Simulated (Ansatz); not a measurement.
# B$_{2}$SiH$_{5}$Br: geometry relaxation (part 1 of 2)

B$_{2}$SiH$_{5}$Br, computed with RKS B3LYP-D4/def2-SVP (Ansatz 0.2.0).

It belongs to a series of runs on one base structure; here: end point B relaxed. Figures and captions count atoms from 1; the log counts them from 0 in places.

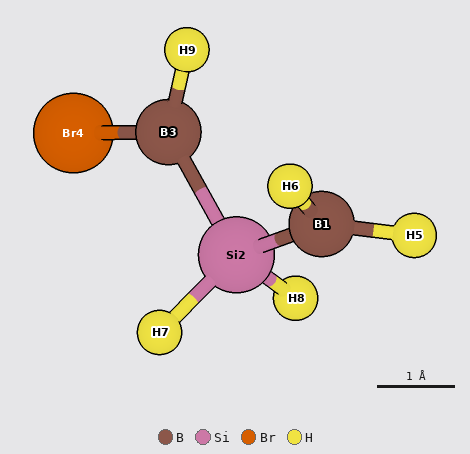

**Figure 1.** The starting structure (ball-and-stick view, seen at a tilt; atoms are numbered from 1 in the order of the input). Bond lengths as drawn: B–Br 1.90 Å, B–H 1.23 to 1.25 Å, B–Si 1.88 to 1.94 Å and H–Si 1.45 to 1.50 Å.

### Results in brief

- outcome: converged
- total energy: −79346.9950 eV
- mean-field energy: −79346.6744 eV
- largest force (length of the vector) at the end: 0.019 eV/Å
- hardware: 2 threads of AMD EPYC (Zen 3), 24 GiB of memory available, shared host
- wall time: 68 s (CPU time 2.2 min)
- peak memory: 0.25 GiB

### Input file
```yaml
crystal:
  periodic: [false, false, false]
  atoms:
    - { symbol: B, position_ang: [-0.3295, 1.0439, -1.1532] }
    - { symbol: Si, position_ang: [0.5617, -0.3976, -0.3472] }
    - { symbol: B, position_ang: [-0.0519, -0.5929, 1.4782] }
    - { symbol: Br, position_ang: [0.64883, -1.9248, 2.63348] }
    - { symbol: H, position_ang: [-1.062, 0.8959, -2.1258] }
    - { symbol: H, position_ang: [-0.2811, 2.1893, -0.7094] }
    - { symbol: H, position_ang: [2.0382, -0.1281, -0.3708] }
    - { symbol: H, position_ang: [0.3139, -1.6133, -1.095] }
    - { symbol: H, position_ang: [-0.92938, 0.17963, 1.916] }
basis:
  gaussian: { orbitals: def2-SVP }
hamiltonian:
  xc: b3lyp
  dispersion: d4
relax:
  f_tol: 0.015
  max_steps: 40
output:
  orbitals: {}
```

Command:
```bash
ansatz run input.yaml --threads 2 --pin off --max-ram 3072MiB --backend cpu --events-out ev --progress --plain --runs-dir out
```

### What the program printed
```
The last accepted step is kept in [file] (removed where the run ends without a failure and the disk answers)
Engine: ansatz 0.2.0, x86_64-unknown-linux-gnu
Functional definition: B3LYP
  parameter a0 = 0.2
  parameter ax = 0.72
  parameter ac = 0.81
  exchange = (1 - a0 - ax)*slater_x + ax*b88_x + a0*exact_x
  correlation = (1 - ac)*vwn_rpa_c + ac*lyp_c
1099 factors; integrals over basis functions are off by at most 6.4e-4 eV
mean field evaluation 1: about -79344.5032 eV, gradient 2.1e1 eV
mean field evaluation 2: about -79344.4080 eV, gradient 2.3e1 eV
mean field evaluation 4: about -79346.2485 eV, gradient 1.3e0 eV
mean field evaluation 8: about -79346.2647 eV, gradient 1.0e-2 eV
mean field -79346.26471784 eV, -2915.9214455508 hartree, gradient 2.4e-5 eV, S^2 0.000000; 0 other end points of the search recorded, 0 dependent functions left out
the calculation of the forces begins
reference -79346.26499647 eV, -2915.9214557903 hartree; 32, 32 occupied and 71, 71 virtual orbitals, 1099 factors
relax step   1: F+E_penalty+E_count = -79346.58237011 eV  Δ(F+E_penalty+E_count) = +0.000e0 eV  max|allowed force component| = 2.340e0 eV/Å  Δτ_max = 0.0000 Å  (24 SCF iters, accepted)
these checks for a lower state are left out or cut short: starts, cluster_reference, orbital_swaps, neighbouring_geometries, increment
1099 factors; integrals over basis functions are off by at most 7.0e-4 eV
mean field evaluation 16: about -79346.5024 eV, gradient 4.2e0 eV
mean field -79346.55403069 eV, -2915.9320776018 hartree, gradient 9.1e-6 eV, S^2 0.000000; 0 other end points of the search recorded, 0 dependent functions left out
[... from here on the field's lines of each further geometry are left out, up to the last ...]
relax step   2: F+E_penalty+E_count = -79346.86422987 eV  Δ(F+E_penalty+E_count) = -2.819e-1 eV  max|allowed force component| = 8.691e-1 eV/Å  Δτ_max = 0.1315 Å  (28 SCF iters, accepted)
relax step   3: F+E_penalty+E_count = -79346.91466258 eV  Δ(F+E_penalty+E_count) = -5.043e-2 eV  max|allowed force component| = 1.817e-1 eV/Å  Δτ_max = 0.0622 Å  (28 SCF iters, accepted)
relax step   4: F+E_penalty+E_count = -79346.92761473 eV  Δ(F+E_penalty+E_count) = -1.295e-2 eV  max|allowed force component| = 1.182e-1 eV/Å  Δτ_max = 0.2000 Å  (27 SCF iters, accepted)
relax step   5: F+E_penalty+E_count = -79346.92115675 eV  Δ(F+E_penalty+E_count) = +6.458e-3 eV  max|allowed force component| = 3.485e-1 eV/Å  Δτ_max = 0.1951 Å  (27 SCF iters, rejected (line search))
relax step   6: F+E_penalty+E_count = -79346.93223043 eV  Δ(F+E_penalty+E_count) = -4.616e-3 eV  max|allowed force component| = 6.489e-2 eV/Å  Δτ_max = 0.0975 Å  (28 SCF iters, accepted)
relax step   7: F+E_penalty+E_count = -79346.93523913 eV  Δ(F+E_penalty+E_count) = -3.009e-3 eV  max|allowed force component| = 1.333e-1 eV/Å  Δτ_max = 0.0971 Å  (27 SCF iters, accepted)
relax step   8: F+E_penalty+E_count = -79346.93684916 eV  Δ(F+E_penalty+E_count) = -1.610e-3 eV  max|allowed force component| = 2.791e-1 eV/Å  Δτ_max = 0.1171 Å  (29 SCF iters, accepted)
relax step   9: F+E_penalty+E_count = -79346.93943609 eV  Δ(F+E_penalty+E_count) = -2.587e-3 eV  max|allowed force component| = 2.208e-1 eV/Å  Δτ_max = 0.0461 Å  (28 SCF iters, accepted)
relax step  10: F+E_penalty+E_count = -79346.95356253 eV  Δ(F+E_penalty+E_count) = -1.413e-2 eV  max|allowed force component| = 5.858e-2 eV/Å  Δτ_max = 0.2000 Å  (27 SCF iters, accepted)
relax step  11: F+E_penalty+E_count = -79346.96305044 eV  Δ(F+E_penalty+E_count) = -9.488e-3 eV  max|allowed force component| = 7.574e-2 eV/Å  Δτ_max = 0.2000 Å  (27 SCF iters, accepted)
relax step  12: F+E_penalty+E_count = -79346.96513280 eV  Δ(F+E_penalty+E_count) = -2.082e-3 eV  max|allowed force component| = 3.561e-1 eV/Å  Δτ_max = 0.1950 Å  (28 SCF iters, accepted)
relax step  13: F+E_penalty+E_count = -79346.97028700 eV  Δ(F+E_penalty+E_count) = -5.154e-3 eV  max|allowed force component| = 1.624e-1 eV/Å  Δτ_max = 0.0235 Å  (29 SCF iters, accepted)
relax step  14: F+E_penalty+E_count = -79346.97701790 eV  Δ(F+E_penalty+E_count) = -6.731e-3 eV  max|allowed force component| = 2.861e-2 eV/Å  Δτ_max = 0.1571 Å  (29 SCF iters, accepted)
relax step  15: F+E_penalty+E_count = -79346.96968551 eV  Δ(F+E_penalty+E_count) = +7.332e-3 eV  max|allowed force component| = 3.007e-1 eV/Å  Δτ_max = 0.1951 Å  (28 SCF iters, rejected (line search))
relax step  16: F+E_penalty+E_count = -79346.98033527 eV  Δ(F+E_penalty+E_count) = -3.317e-3 eV  max|allowed force component| = 1.915e-2 eV/Å  Δτ_max = 0.0975 Å  (27 SCF iters, accepted)
relax step  17: F+E_penalty+E_count = -79346.98303871 eV  Δ(F+E_penalty+E_count) = -2.703e-3 eV  max|allowed force component| = 6.820e-2 eV/Å  Δτ_max = 0.0975 Å  (28 SCF iters, accepted)
relax step  18: F+E_penalty+E_count = -79346.98486144 eV  Δ(F+E_penalty+E_count) = -1.823e-3 eV  max|allowed force component| = 2.172e-1 eV/Å  Δτ_max = 0.1476 Å  (29 SCF iters, accepted)
relax step  19: F+E_penalty+E_count = -79346.98623164 eV  Δ(F+E_penalty+E_count) = -1.370e-3 eV  max|allowed force component| = 1.454e-1 eV/Å  Δτ_max = 0.0349 Å  (30 SCF iters, accepted)
relax step  20: F+E_penalty+E_count = -79346.98869972 eV  Δ(F+E_penalty+E_count) = -2.468e-3 eV  max|allowed force component| = 5.877e-2 eV/Å  Δτ_max = 0.0736 Å  (28 SCF iters, accepted)
relax step  21: F+E_penalty+E_count = -79346.98836351 eV  Δ(F+E_penalty+E_count) = +3.362e-4 eV  max|allowed force component| = 2.178e-1 eV/Å  Δτ_max = 0.1707 Å  (28 SCF iters, rejected (line search))
relax step  22: F+E_penalty+E_count = -79346.99080443 eV  Δ(F+E_penalty+E_count) = -2.105e-3 eV  max|allowed force component| = 4.716e-2 eV/Å  Δτ_max = 0.0833 Å  (28 SCF iters, accepted)
relax step  23: F+E_penalty+E_count = -79346.99214123 eV  Δ(F+E_penalty+E_count) = -1.337e-3 eV  max|allowed force component| = 5.836e-2 eV/Å  Δτ_max = 0.0976 Å  (28 SCF iters, accepted)
relax step  24: F+E_penalty+E_count = -79346.99282133 eV  Δ(F+E_penalty+E_count) = -6.801e-4 eV  max|allowed force component| = 8.096e-2 eV/Å  Δτ_max = 0.0682 Å  (29 SCF iters, accepted)
relax step  25: F+E_penalty+E_count = -79346.99358764 eV  Δ(F+E_penalty+E_count) = -7.663e-4 eV  max|allowed force component| = 6.454e-2 eV/Å  Δτ_max = 0.0361 Å  (29 SCF iters, accepted)
relax step  26: F+E_penalty+E_count = -79346.99247016 eV  Δ(F+E_penalty+E_count) = +1.117e-3 eV  max|allowed force component| = 1.498e-1 eV/Å  Δτ_max = 0.0824 Å  (27 SCF iters, rejected (line search))
relax step  27: F+E_penalty+E_count = -79346.99426697 eV  Δ(F+E_penalty+E_count) = -6.793e-4 eV  max|allowed force component| = 4.199e-2 eV/Å  Δτ_max = 0.0402 Å  (29 SCF iters, accepted)
relax step  28: F+E_penalty+E_count = -79346.99455639 eV  Δ(F+E_penalty+E_count) = -2.894e-4 eV  max|allowed force component| = 3.383e-2 eV/Å  Δτ_max = 0.0304 Å  (29 SCF iters, accepted)
relax step  29: F+E_penalty+E_count = -79346.99461735 eV  Δ(F+E_penalty+E_count) = -6.096e-5 eV  max|allowed force component| = 3.235e-2 eV/Å  Δτ_max = 0.0289 Å  (30 SCF iters, accepted)
relax step  30: F+E_penalty+E_count = -79346.99468865 eV  Δ(F+E_penalty+E_count) = -7.130e-5 eV  max|allowed force component| = 2.197e-2 eV/Å  Δτ_max = 0.0045 Å  (23 SCF iters, accepted)
the calculation of the forces begins
reference -79346.67435058 eV, -2915.9364992762 hartree; 32, 32 occupied and 71, 71 virtual orbitals, 1099 factors
relax step  31: F+E_penalty+E_count = -79346.99471895 eV  Δ(F+E_penalty+E_count) = -3.030e-5 eV  max|allowed force component| = 1.430e-2 eV/Å  Δτ_max = 0.0035 Å  (24 SCF iters, accepted)
1099 factors; integrals over basis functions are off by at most 5.7e-4 eV
mean field evaluation 224: about -79346.6637 eV, gradient 7.3e-2 eV
```

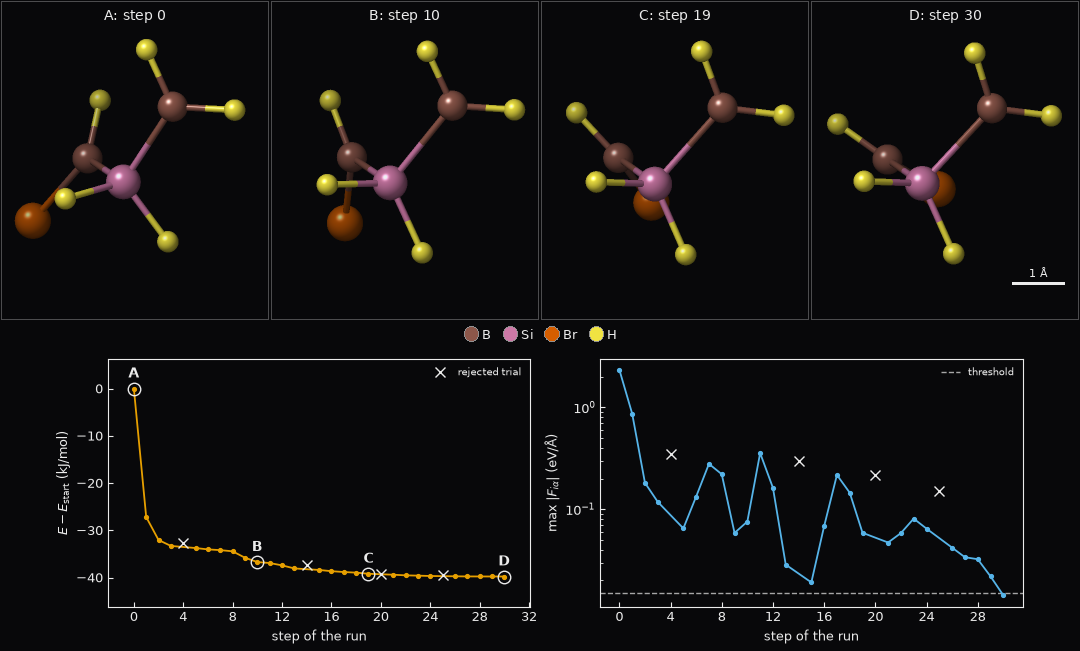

**Figure 2.** Frames of the relaxation (ball-and-stick view, seen at a tilt) above the curves, on which the letters mark them (the first geometry is step 0 here and step 1 in the log).

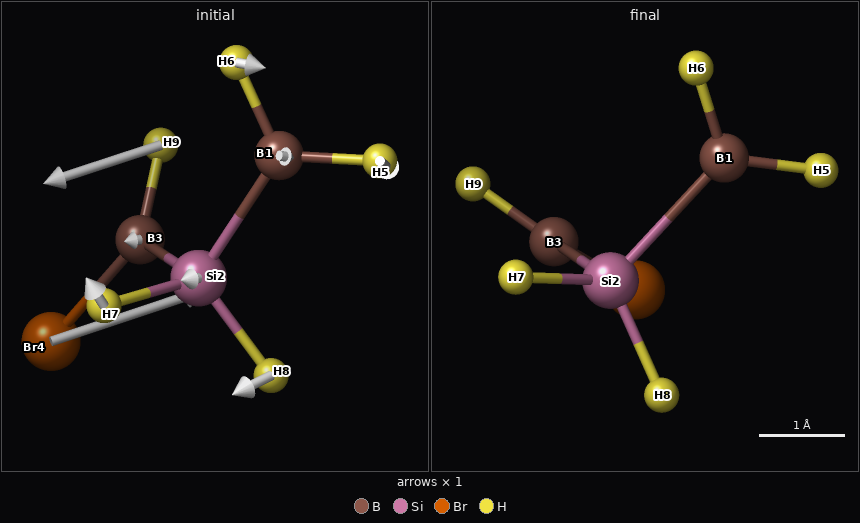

**Figure 3.** Before (left) and after (right) the relaxation, at one scale (ball-and-stick view, seen at a tilt). The white arrows give the displacements, at true length. Over 30 geometry steps the energy falls by 39.8 kJ/mol. Largest force component: 2.3 eV/Å at the start, 0.014 eV/Å at the end. The line search rejected the trial steps at points 4, 14, 20, 25 (counted from 0) and went back. The largest move after the best rigid fit is that of Br4, 1.99 Å. By element the largest moves are Br 1.99 Å, H 1.52 Å, Si 0.30 Å, B 0.25 Å. Among the contacts that change: B1–Si2 1.877 → 2.015 Å, Si2–B3 1.936 → 2.024 Å, Si2–H8 1.449 → 1.494 Å, B3–H9 1.248 → 1.204 Å. Among the angles that change: B1–Si2–B3 109.4° → 101.6°, Si2–B3–H9 119.4° → 124.2°, B1–Si2–H7 108.8° → 112.5°. (Atoms are counted from 1 in the order of the input.)

```
mean field -79346.67407169 eV, -2915.9364890274 hartree, gradient 1.1e-5 eV, S^2 0.000000; 1 other end points of the search recorded, 0 dependent functions left out
the calculation of the forces begins
reference -79346.67435058 eV, -2915.9364992762 hartree; 32, 32 occupied and 71, 71 virtual orbitals, 1099 factors
Total energy: -79346.99499783 eV, -2915.9482828454 hartree
Atom 0 at    -0.571386     0.875540    -1.175186 Å, force     0.006299     0.010462     0.007661 eV/Å
Atom 1 at     0.872077    -0.258518    -0.345291 Å, force    -0.000704     0.001486    -0.003619 eV/Å
Atom 2 at     0.150901    -0.530891     1.526580 Å, force     0.004519     0.007976     0.013610 eV/Å
Atom 3 at    -1.124627    -1.914437     1.869137 Å, force     0.001409     0.004010    -0.000951 eV/Å
Atom 4 at    -1.507198     0.364581    -1.737247 Å, force    -0.004541    -0.002532    -0.002191 eV/Å
Atom 5 at    -0.563822     2.075810    -1.054727 Å, force    -0.000474    -0.009710    -0.001608 eV/Å
Atom 6 at     2.192346     0.442791    -0.290959 Å, force    -0.001570    -0.000573     0.001084 eV/Å
Atom 7 at     1.038830    -1.576133    -1.030410 Å, force     0.000737    -0.000381     0.000320 eV/Å
Atom 8 at     0.421629     0.173287     2.464383 Å, force    -0.005674    -0.010739    -0.014304 eV/Å
Dipole moment:     0.014850     0.070951    -0.021551 e Å
```

### Trajectory as extended XYZ (Å, eV, eV/Å), 31 frames, from step=1 to step=31
```
9
Properties=species:S:1:pos:R:3:forces:R:3 step=1 energy=-79346.58237
B    -0.3295    1.0439   -1.1532   -1.4864   2.3397  -1.2217
Si    0.5617   -0.3976   -0.3472    1.6313  -0.8381  -0.2144
B    -0.0519   -0.5929    1.4782   -1.1111   0.6624   1.4034
Br    0.6488   -1.9248    2.6335   -0.0138  -0.1036   0.1926
H    -1.0620    0.8959   -2.1258    0.2291   0.0934   0.3149
H    -0.2811    2.1893   -0.7094    0.0571  -0.4275  -0.1632
H     2.0382   -0.1281   -0.3708    0.0668  -0.0478   0.0936
H     0.3139   -1.6133   -1.0950   -0.0135  -0.9622  -0.3657
H    -0.9294    0.1796    1.9160    0.6405  -0.7162  -0.0395
9
Properties=species:S:1:pos:R:3:forces:R:3 step=2 energy=-79346.86423
B    -0.3677    1.1056   -1.2135   -0.5357   0.8691  -0.5897
Si    0.5572   -0.3999   -0.3792    0.6910  -0.4895  -0.0023
B    -0.0502   -0.5981    1.5132   -0.5907   0.2526   0.6042
Br    0.6341   -1.9368    2.6804    0.1187  -0.1310   0.0289
H    -1.0973    0.9789   -2.1745    0.0516  -0.0122   0.1245
H    -0.2697    2.2381   -0.7848    0.0607  -0.1869   0.0143
H     2.0389   -0.1406   -0.3523   -0.0326   0.0317   0.0326
H     0.3735   -1.6972   -1.0833   -0.0295  -0.1722  -0.0692
H    -0.9102    0.1021    2.0205    0.2664  -0.1616  -0.1432
9
Properties=species:S:1:pos:R:3:forces:R:3 step=3 energy=-79346.91466
B    -0.3736    1.1330   -1.2690   -0.1817   0.0160   0.0300
Si    0.5636   -0.4064   -0.3799    0.0676  -0.1332  -0.0589
B    -0.0839   -0.6109    1.5395    0.0706   0.0982   0.0321
Br    0.6498   -1.9683    2.6690   -0.0210  -0.0159  -0.0423
H    -1.1397    1.0049   -2.1930    0.0425  -0.0067  -0.0105
H    -0.2451    2.2447   -0.8160    0.0724   0.0158  -0.0263
H     2.0389   -0.1217   -0.3174   -0.0426  -0.0166   0.0380
H     0.3941   -1.7285   -1.0711    0.0288   0.0693   0.0191
H    -0.8955    0.1051    2.0641   -0.0367  -0.0269   0.0188
9
Properties=species:S:1:pos:R:3:forces:R:3 step=4 energy=-79346.92761
B    -0.4060    1.1134   -1.2694    0.0318   0.0221  -0.0264
Si    0.5950   -0.3931   -0.3849   -0.0793   0.0927   0.1182
B    -0.0710   -0.5929    1.5344   -0.0043  -0.0354  -0.0140
Br    0.5058   -2.0831    2.5909   -0.0261   0.0400  -0.0511
H    -1.2739    0.9398   -2.0896   -0.0074  -0.0230   0.0219
H    -0.1790    2.2542   -0.9414    0.0040  -0.0292   0.0064
H     2.0483   -0.0577   -0.2340    0.0348   0.0078  -0.0317
H     0.4902   -1.7084   -1.0790    0.0241  -0.0720  -0.0313
H    -0.8008    0.1797    2.0992    0.0225  -0.0030   0.0079
9
Properties=species:S:1:pos:R:3:forces:R:3 step=5 energy=-79346.92116 accepted=F
B    -0.4170    1.0941   -1.2786   -0.2437   0.1798  -0.0671
Si    0.6258   -0.3784   -0.3882   -0.0203   0.1487   0.1571
B    -0.0651   -0.5764    1.5223   -0.0632  -0.1701   0.2129
Br    0.3560   -2.1833    2.5162   -0.1117   0.3485  -0.2034
H    -1.3949    0.8728   -1.9810    0.3402   0.0872   0.2041
H    -0.1401    2.2577   -1.0331   -0.0878  -0.2907  -0.1053
H     2.0630   -0.0004   -0.1780    0.0174   0.0091  -0.0541
H     0.5857   -1.6924   -1.0821    0.0072  -0.1252  -0.0521
H    -0.7045    0.2584    2.1289    0.1619  -0.1872  -0.0921
9
Properties=species:S:1:pos:R:3:forces:R:3 step=6 energy=-79346.93223
B    -0.4121    1.1054   -1.2777   -0.0203   0.0016   0.0213
Si    0.6005   -0.3830   -0.3787   -0.0379   0.0305   0.0365
B    -0.0741   -0.5897    1.5345    0.0649   0.0089   0.0569
Br    0.4316   -2.1328    2.5518   -0.0459   0.0404  -0.0564
H    -1.3029    0.9131   -2.0688    0.0135  -0.0025   0.0058
H    -0.1770    2.2496   -0.9688   -0.0011  -0.0192  -0.0190
H     2.0496   -0.0219   -0.2322    0.0115   0.0071   0.0136
H     0.5325   -1.7061   -1.0661    0.0030  -0.0364  -0.0279
H    -0.7394    0.2175    2.1322    0.0122  -0.0304  -0.0308
9
Properties=species:S:1:pos:R:3:forces:R:3 step=7 energy=-79346.93524
B    -0.4228    1.0976   -1.2785   -0.0103  -0.0188  -0.0011
Si    0.6094   -0.3732   -0.3721    0.0232   0.0100   0.0149
B    -0.0542   -0.5755    1.5432   -0.0485  -0.1045   0.0541
Br    0.3572   -2.1816    2.5128   -0.0414   0.1333  -0.0656
H    -1.3295    0.8869   -2.0480    0.0274   0.0107   0.0247
H    -0.1746    2.2466   -1.0006   -0.0207  -0.0119  -0.0157
H     2.0548    0.0098   -0.2283   -0.0060   0.0078   0.0038
H     0.5635   -1.7028   -1.0554   -0.0064   0.0139   0.0041
H    -0.6952    0.2444    2.1532    0.0827  -0.0405  -0.0190
9
Properties=species:S:1:pos:R:3:forces:R:3 step=8 energy=-79346.93685
B    -0.4375    1.0849   -1.2796   -0.0026   0.0260  -0.0567
Si    0.6168   -0.3639   -0.3670    0.0318  -0.0522  -0.0158
B    -0.0510   -0.5731    1.5422   -0.0066  -0.0928   0.2467
Br    0.2631   -2.2361    2.4695   -0.0909   0.2791  -0.1336
H    -1.3499    0.8527   -2.0382    0.0429   0.0225   0.0555
H    -0.1874    2.2415   -1.0295   -0.0487  -0.0473  -0.0120
H     2.0542    0.0499   -0.2099   -0.0338   0.0038   0.0098
H     0.6034   -1.6953   -1.0515   -0.0065   0.0480   0.0110
H    -0.6029    0.2914    2.1903    0.1145  -0.1871  -0.1049
9
Properties=species:S:1:pos:R:3:forces:R:3 step=9 energy=-79346.93944
B    -0.4299    1.0800   -1.2905   -0.1290   0.0344   0.1243
Si    0.6262   -0.3634   -0.3699    0.0638  -0.0349  -0.0459
B    -0.0390   -0.5682    1.5410   -0.0713  -0.0711   0.1937
Br    0.2180   -2.2403    2.4611   -0.0512   0.2208  -0.1169
H    -1.3555    0.8410   -2.0294    0.0754   0.0132  -0.0148
H    -0.2134    2.2379   -1.0152    0.0088  -0.0534  -0.0638
H     2.0608    0.0568   -0.2090   -0.0164  -0.0039   0.0044
H     0.6145   -1.6941   -1.0541    0.0066   0.0322   0.0136
H    -0.5730    0.3024    2.1923    0.1134  -0.1371  -0.0947
```
